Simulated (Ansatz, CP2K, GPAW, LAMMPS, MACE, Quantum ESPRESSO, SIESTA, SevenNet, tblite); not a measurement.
# CP2K runs on amorphous Hg33S25Se8 (66 atoms), part 2 of 2

Aim: run amorphous Hg33S25Se8 (66 atoms) in CP2K and see how near its forces come to a plane-wave reference, and at what cost.

Program: CP2K 2026.2; the method stands at each step. Banners, paths, timers and routine set-up lines are dropped from the logs unmarked, and long logs keep their key lines alone; longer cuts are marked.

So far. Step 3 (PBE, DZVP-MOLOPT-SR, 600/30 Ry, diagonalisation): Against the first run (7.8 %), the force difference from the reference is 8.0 %, at 0.80 times the CPU time: the change moves forces by 3.3 meV/Å r.m.s., so most of the difference comes from elsewhere.

## (4) PBE, DZVP-MOLOPT-SR, 300/50 Ry, diagonalisation

Method: Kohn-Sham DFT, PBE, GTH-PBE pseudopotentials, Gaussian and plane waves, DZVP-MOLOPT-SR-GTH, diagonalisation.

The input, input.inp:

```
&GLOBAL
  PROJECT cell
  RUN_TYPE ENERGY_FORCE
  PRINT_LEVEL LOW
&END GLOBAL
&FORCE_EVAL
  METHOD QS
  STRESS_TENSOR ANALYTICAL
  &DFT
    BASIS_SET_FILE_NAME BASIS_MOLOPT
    POTENTIAL_FILE_NAME GTH_POTENTIALS
    &MGRID
      CUTOFF 300
      REL_CUTOFF 50
    &END MGRID
    &QS
      EPS_DEFAULT 1.0E-12
    &END QS
    &SCF
      SCF_GUESS ATOMIC
      EPS_SCF 1.0E-06
      MAX_SCF 200
      ADDED_MOS 14
      &DIAGONALIZATION
        ALGORITHM STANDARD
      &END DIAGONALIZATION
      &SMEAR ON
        METHOD FERMI_DIRAC
        ELECTRONIC_TEMPERATURE [K] 580
      &END SMEAR
      &MIXING
        METHOD BROYDEN_MIXING
        ALPHA 0.3
        NBROYDEN 8
      &END MIXING
      &PRINT
        &RESTART OFF
        &END RESTART
      &END PRINT
    &END SCF
    &XC
      &XC_FUNCTIONAL PBE
      &END XC_FUNCTIONAL
    &END XC
    &PRINT
      &MULLIKEN ON
      &END MULLIKEN
      &HIRSHFELD ON
        SHAPE_FUNCTION DENSITY
      &END HIRSHFELD
      &MO ON
        EIGENVALUES T
        OCCUPATION_NUMBERS T
        MO_INDEX_RANGE 286 309
        &EACH
          QS_SCF 0
        &END EACH
        ADD_LAST NUMERIC
      &END MO
    &END PRINT
  &END DFT
  &SUBSYS
    &CELL
      A 12.03400 0.00000 0.00000
      B 0.00000 12.03400 0.00000
      C 0.00000 0.00000 12.03400
    &END CELL
    &TOPOLOGY
      COORD_FILE_NAME structure.xyz
      COORD_FILE_FORMAT XYZ
    &END TOPOLOGY
    &KIND Hg
      BASIS_SET DZVP-MOLOPT-SR-GTH-q12
      POTENTIAL GTH-PBE-q12
    &END KIND
    &KIND S
      BASIS_SET DZVP-MOLOPT-SR-GTH-q6
      POTENTIAL GTH-PBE-q6
    &END KIND
    &KIND Se
      BASIS_SET DZVP-MOLOPT-SR-GTH-q6
      POTENTIAL GTH-PBE-q6
    &END KIND
  &END SUBSYS
  &PRINT
    &FORCES ON
    &END FORCES
    &STRESS_TENSOR ON
    &END STRESS_TENSOR
  &END PRINT
&END FORCE_EVAL
```

The input, structure.xyz:

```xyz
66

[... 66 atom lines left out: the same atoms as in the first run ...]
```

Started as:

```sh
> OMP_NUM_THREADS=2 cp2k.psmp -i input.inp > output.txt
```

Numbers of over 12 decimals in the logs are rounded to 6 here.

What it wrote:

```text
CP2K| version string:                                       CP2K version 2026.2
 CP2K| Input file name                                                 input.inp
 GLOBAL| Basis set file name                                        BASIS_MOLOPT
 GLOBAL| Potential file name                                      GTH_POTENTIALS
 GLOBAL| Run type                                                   ENERGY_FORCE
 GLOBAL| Total number of message passing processes                             1
 GLOBAL| Number of threads for this process                                    2
 TOTAL NUMBERS AND MAXIMUM NUMBERS
  Total number of            - Atomic kinds:                                   3
                             - Atoms:                                         66
[... lines left out ...]
                        Smear method:                                FERMI_DIRAC
[... lines left out ...]
 Number of electrons:                                                        594
[... lines left out ...]
  Step     Update method      Time    Convergence         Total energy    Change
[... lines left out ...]
  *** SCF run converged in    24 steps ***
[... lines left out ...]
  Fermi energy:                                                 0.162487
  Total energy:                                             -1687.326108
  Total energy (extrapolated to T->0):                      -1687.322379
[... lines left out ...]
 MO| E(Fermi):            0.162487 a.u.          4.421487 eV
[... lines left out ...]
 !-----------------------------------------------------------------------------!
 !-----------------------------------------------------------------------------!
                           Hirshfeld Charges
  #Atom  Element  Kind  Ref Charge     Population                    Net charge
      1       Hg     1      12.000         11.773                         0.227
      2       Hg     1      12.000         11.822                         0.178
      3       Hg     1      12.000         11.784                         0.216
[...]
65       Se     3       6.000          6.200                        -0.200
     66       Se     3       6.000          6.105                        -0.105
  Total Charge                                                            0.000
 !-----------------------------------------------------------------------------!
 ENERGY| Total FORCE_EVAL ( QS ) energy [hartree]          -1687.326107
 FORCES| Atomic forces [hartree/bohr]
 FORCES|   Atom     x               y               z               |f|
 FORCES|      1 -3.62683406E-03  4.23214697E-04  6.11963713E-04   3.70236892E-03
 FORCES|      2 -1.36423185E-03  6.42425733E-03 -5.01358786E-03   8.26246174E-03
 FORCES|      3 -9.26197992E-03  4.78763745E-03 -8.16993985E-03   1.32458922E-02
[...]
FORCES|     65  1.12897887E-02  7.07898306E-03  3.83410492E-03   1.38662067E-02
 FORCES|     66 -4.12395877E-03 -2.44648202E-04 -5.80956279E-03   7.12866807E-03
 FORCES| Sum     1.12902533E-04 -1.09045908E-04 -4.71755894E-05
 FORCES| Total atomic force                                       1.63900971E-04
 STRESS| Analytical stress tensor [bar]
 STRESS|                        x                   y                   z
 STRESS|      x        3.02367294102E+03   9.44061956533E+01   2.51458501872E+03
 STRESS|      y        9.44061956533E+01   6.15296092639E+03   2.39661355920E+03
 STRESS|      z        2.51458501872E+03   2.39661355920E+03   4.52756654384E+03
 STRESS| 1/3 Trace                                             4.56806680375E+03
```

Elapsed: 2.6 min, on 2 threads of Arm Neoverse V2, shared host; peak memory 1.7 GiB; 4.8 min of CPU time.

Numbers from this run, and their distance from the reference:

```yaml
r_m_s_force_component: 0.4002 eV/Å
r_m_s_difference_of_force_components: 31.09 meV/Å
longest_difference_of_force_vectors: 135.2 meV/Å
force_difference_over_r_m_s_force: 7.83 %
slope_of_forces_against_the_reference_s: 1.005
correlation_of_force_components: 0.997
pressure: 0.4568 GPa
pressure_difference: 0.4525 GPa
energy_less_the_same_level_run_s: 0.0123 meV/atom
r_m_s_force_difference_from_the_same_level_run: 0.868 meV/Å
```

This is a coarse setting, run to see what it loses.

Against the first run (7.8 %), the force difference from the reference is 7.8 %, at 0.70 times the CPU time (on 2 against 4 cores): the change moves forces by 0.87 meV/Å r.m.s., so most of the difference comes from elsewhere.

## (5) PBE, DZVP-MOLOPT-SR, 210/50 Ry, diagonalisation

Method: Kohn-Sham DFT, PBE, GTH-PBE pseudopotentials, Gaussian and plane waves, DZVP-MOLOPT-SR-GTH, diagonalisation.

input.inp, as its differences from that of step 4:

```diff
@@ -12,3 +12,3 @@
     &MGRID
-      CUTOFF 300
+      CUTOFF 210
       REL_CUTOFF 50
@@ -67,6 +67,29 @@
     &END CELL
-    &TOPOLOGY
-      COORD_FILE_NAME structure.xyz
-      COORD_FILE_FORMAT XYZ
-    &END TOPOLOGY
+    &COORD
+      Hg 3.71321 4.87353 4.20239
+      Hg 4.37580 5.17269 0.91073
+      Hg 7.04867 10.79618 2.63196
+      Hg 1.94722 10.26524 4.92696
+      Hg 6.93688 7.33496 7.22726
+      Hg 9.51456 1.15611 6.63783
+      Hg 8.77435 9.93166 5.61458
+      Hg 9.45656 5.20723 8.46399
+      Hg 1.33818 7.31727 10.55261
+      Hg 2.82270 10.53890 1.59932
+      Hg 10.79089 9.52010 8.55052
+      Hg 6.03637 0.08171 5.72830
+      Hg 7.55675 4.41491 11.24325
+      Hg 0.39712 4.29144 4.71083
+      Hg 6.38849 3.86496 6.23831
+      Hg 1.36887 3.30129 0.05319
+      Hg 10.08738 0.10181 11.65409
+      Hg 10.50845 6.98273 4.63177
+      Hg 1.33938 0.38509 10.82434
+      Hg 0.58509 3.45484 8.08841
+[... 42 atom lines left out ...]
+      Se 0.88486 7.97349 3.67398
+      Se 3.81538 3.65797 10.65611
+      Se 6.51990 4.99279 8.71021
+      Se 0.06306 10.38089 0.40615
+    &END COORD
     &KIND Hg
```

What it wrote:

```text
CP2K| version string:                                       CP2K version 2026.2
 CP2K| Input file name                                                 input.inp
 GLOBAL| Basis set file name                                        BASIS_MOLOPT
 GLOBAL| Potential file name                                      GTH_POTENTIALS
 GLOBAL| Run type                                                   ENERGY_FORCE
 GLOBAL| Total number of message passing processes                             1
 GLOBAL| Number of threads for this process                                    2
[... lines left out ...]
                        Smear method:                                FERMI_DIRAC
[... lines left out ...]
 Number of electrons:                                                        594
[... lines left out ...]
  Step     Update method      Time    Convergence         Total energy    Change
[... lines left out ...]
  *** SCF run converged in    24 steps ***
[... lines left out ...]
  Fermi energy:                                                 0.162487
  Total energy:                                             -1687.326017
  Total energy (extrapolated to T->0):                      -1687.322288
[... lines left out ...]
 MO| E(Fermi):            0.162487 a.u.          4.421486 eV
[... lines left out ...]
     66       Se     3       6.000          6.105                        -0.105
  Total Charge                                                            0.000
 !-----------------------------------------------------------------------------!
 ENERGY| Total FORCE_EVAL ( QS ) energy [hartree]          -1687.326016
 FORCES| Atomic forces [hartree/bohr]
 FORCES|   Atom     x               y               z               |f|
 FORCES|      1 -3.85972345E-03  7.24511942E-04  9.10961346E-04   4.03140586E-03
 FORCES|      2 -1.64831241E-03  6.32491850E-03 -5.26969179E-03   8.39590254E-03
 FORCES|      3 -9.57670738E-03  4.94072232E-03 -7.99935580E-03   1.34206466E-02
[...]
FORCES|     65  1.12882725E-02  7.08678512E-03  3.83035514E-03   1.38679212E-02
 FORCES|     66 -4.12278535E-03 -2.53023460E-04 -5.80130199E-03   7.12155072E-03
 FORCES| Sum    -1.52710778E-03  1.86624177E-03 -1.08601522E-04
 FORCES| Total atomic force                                       2.41385807E-03
 STRESS| Analytical stress tensor [bar]
 STRESS|                        x                   y                   z
 STRESS|      x        3.02139368208E+03   9.42130743260E+01   2.51461243261E+03
 STRESS|      y        9.42130743260E+01   6.14660963743E+03   2.39690127935E+03
 STRESS|      z        2.51461243261E+03   2.39690127935E+03   4.52367961099E+03
 STRESS| 1/3 Trace                                             4.56389431017E+03
```

Elapsed: 2.5 min, on 2 threads; peak memory 1.3 GiB; 4.7 min of CPU time.

Numbers from this run, and their distance from the reference:

```
r.m.s. force component                          : 0.4001 eV/Å
r.m.s. difference of force components           : 30.81 meV/Å
longest difference of force vectors             : 122.8 meV/Å
force difference over r.m.s. force              : 7.759 %
slope of forces against the reference's         : 1.004
correlation of force components                 : 0.997
pressure                                        : 0.4564 GPa
pressure difference                             : 0.4521 GPa
energy less the same-level run's                : 0.0499 meV/atom
r.m.s. force difference from the same-level run : 7.356 meV/Å
```

This is a coarse setting, run to see what it loses.

Against the first run (7.8 %), the force difference from the reference is 7.8 %, at 0.69 times the CPU time (on 2 against 4 cores): the change moves forces by 7.4 meV/Å r.m.s., so most of the difference comes from elsewhere.

## (6) The ladder

Differences are against the plane-wave reference, forces as r.m.s. over components; share is that over the reference's r.m.s. force, slope the least-squares factor from reference forces to these. Total energies of different programs have different zeros and aren't compared.

```csv
run,"Δ force, r.m.s. (meV/Å)",share (%),slope,Δ pressure (GPa),cores,CPU time,memory (GiB)
reference,-,-,-,-,4,2 min,2.7
"CP2K PBE, DZVP-MOLOPT-SR, 600/50 Ry, diagonalisation",31.1,7.83,1.005,0.453,4,6.8 min,6.1
"CP2K PBE, DZVP-MOLOPT-SR, 600/30 Ry, diagonalisation (coarse)",31.6,7.95,1.005,0.47,4,5.5 min,6.1
"CP2K PBE, DZVP-MOLOPT-SR, 300/50 Ry, diagonalisation (coarse)",31.1,7.83,1.005,0.453,2,4.8 min,1.7
"CP2K PBE, DZVP-MOLOPT-SR, 210/50 Ry, diagonalisation (coarse)",30.8,7.76,1.004,0.452,2,4.7 min,1.3
```

Rows marked coarse were listed beforehand as settings not expected to be converged; some can still land near the reference.

CPU time is summed over cores on a shared host, where runs went side by side, so it is rough. Symmetry, cutoffs, thresholds, outputs and thread counts weren't matched or tuned between programs; memory under MPI is the largest rank's times the ranks.

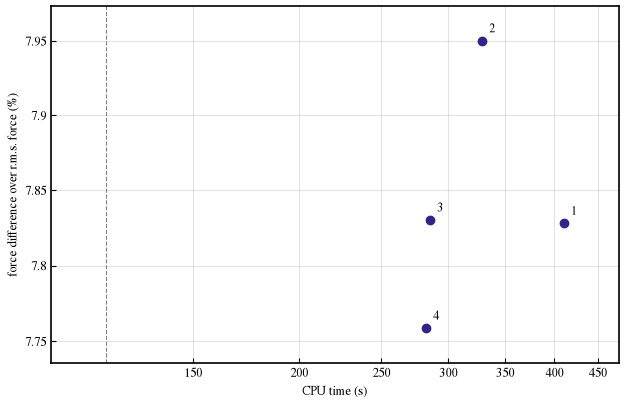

Force difference against CPU time; the dashed line marks the reference's time. Points: 1 CP2K PBE, DZVP-MOLOPT-SR, 600/50 Ry, diagonalisation; 2 CP2K PBE, DZVP-MOLOPT-SR, 600/30 Ry, diagonalisation; 3 CP2K PBE, DZVP-MOLOPT-SR, 300/50 Ry, diagonalisation; 4 CP2K PBE, DZVP-MOLOPT-SR, 210/50 Ry, diagonalisation.

Within one program, basis, potentials and functional, energies share a zero. Each run against its twin at the usual cutoff or grid and solver:

```csv
run,twin,Δ energy (meV/atom),"Δ force, r.m.s. (meV/Å)",CPU time over the twin's
"CP2K PBE, DZVP-MOLOPT-SR, 600/30 Ry, diagonalisation","DZVP-MOLOPT-SR, 600/50 Ry, diagonalisation",-0.0437,3.30,0.80
"CP2K PBE, DZVP-MOLOPT-SR, 300/50 Ry, diagonalisation","DZVP-MOLOPT-SR, 600/50 Ry, diagonalisation",0.0123,0.868,0.70 (this twin ran on 4 cores)
"CP2K PBE, DZVP-MOLOPT-SR, 210/50 Ry, diagonalisation","DZVP-MOLOPT-SR, 600/50 Ry, diagonalisation",0.0499,7.36,0.69 (this twin ran on 4 cores)
```

Further runs of this program without a result: CP2K GFN1-xTB, diagonalisation (not converged).

## (7) Summary of results

```yaml
nearest_in_forces: a tie at 7.8 % of 3 runs: CP2K PBE, DZVP-MOLOPT-SR, 600/50 Ry, diagonalisation; CP2K PBE, DZVP-MOLOPT-SR, 300/50 Ry, diagonalisation (coarse); CP2K PBE, DZVP-MOLOPT-SR, 210/50 Ry, diagonalisation (coarse)
```

In words: The PBE run in local orbitals, coarse settings apart, differs by 7.8 % (CP2K PBE, DZVP-MOLOPT-SR, 600/50 Ry, diagonalisation); basis, grid and potentials can all enter. Runs with settings chosen to be coarse differ by 7.8 % (CP2K PBE, DZVP-MOLOPT-SR, 210/50 Ry, diagonalisation) to 8.0 % (CP2K PBE, DZVP-MOLOPT-SR, 600/30 Ry, diagonalisation), their programs' other errors included. None of the electronic-structure runs in the table takes under half the reference's CPU time of 2 min; they take 2.4 to 3.5 times as much. The potentials hold different valence shells: 938 electrons in the reference, 594 in CP2K with DZVP-MOLOPT-SR; this bears on time and differences. The quench rate of 30 K/ps is many orders above laboratory rates, so the cell is likely richer in defects and strain than a real sample. The network of bonds at the start is that of the classical potential that made the cell, and needn't be the one that DFT or experiment would give. The electronic-structure runs sample only Γ, in a cell whose shortest periodic width is 12 Å, which is coarse for a cell with partly filled levels. Spin–orbit coupling is left out, which matters for the levels of the heavy elements.

[Also dropped from logs without a mark: logging warnings of Python, and SIESTA's first energy breakdown and zero terms.]

[Logs are printed without paths, hosts, clocks, repeated set-up lines and the standing remarks that a program may print on its own settings, such as how far it seeks lower states.]

[Hosts, paths, dates, database ids (printed as entryN), source tags and the programs' standing remarks are cut or masked in the printed files.]
